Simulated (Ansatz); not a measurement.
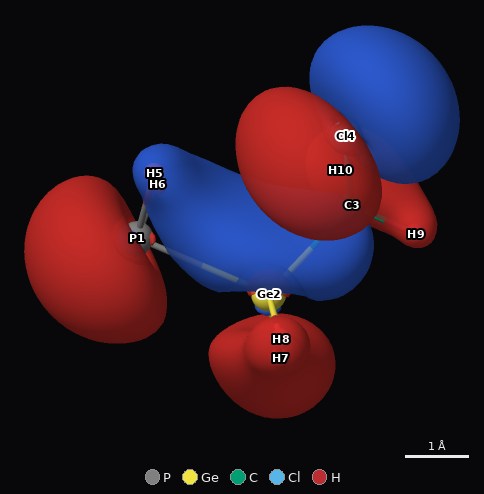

CH$_{6}$ClGeP (SMILES [PH2][GeH2][CH2]Cl). The HOMO−1 at ±0.06 Å⁻³ᐟ² (red and blue are the two phases), seen across its widest extent.

Not at a stationary point (largest force 0.9 eV/Å).

Theory: Ansatz 0.2.0, SCF revpbe, Gaussian basis.

Input file:

```
crystal:
  periodic: [false, false, false]
  atoms:
    - { symbol: P, position_ang: [2.1558, -0.034, -0.2624] }
    - { symbol: Ge, position_ang: [0.0502, -0.9221, -0.3038] }
    - { symbol: C, position_ang: [-1.2233, 0.3687, 0.4] }
    - { symbol: Cl, position_ang: [-1.3041, 1.7786, -0.6804] }
    - { symbol: H, position_ang: [1.7585, 1.1972, -0.9224] }
    - { symbol: H, position_ang: [2.0027, 0.5062, 1.0774] }
    - { symbol: H, position_ang: [0.0184, -2.1978, 0.5756] }
    - { symbol: H, position_ang: [-0.3328, -1.2883, -1.7603] }
    - { symbol: H, position_ang: [-2.2255, -0.102, 0.466] }
    - { symbol: H, position_ang: [-0.8999, 0.6933, 1.4103] }
basis:
  gaussian:
    orbitals: def2-SVP
hamiltonian:
  xc: revpbe
output:
  orbitals: {}
  forces: true
```

Run with:

```sh
python methods_ch6clgep.py
```

Describe this orbital and give its energy.

Answer. It lies mainly on Cl4 (about 55 %), P1 (about 20 %), Ge2 (about 10 %) and C3 (about 5 %); largely a combination of lone pairs on Cl4 and P1. Its energy is −6.72 eV.
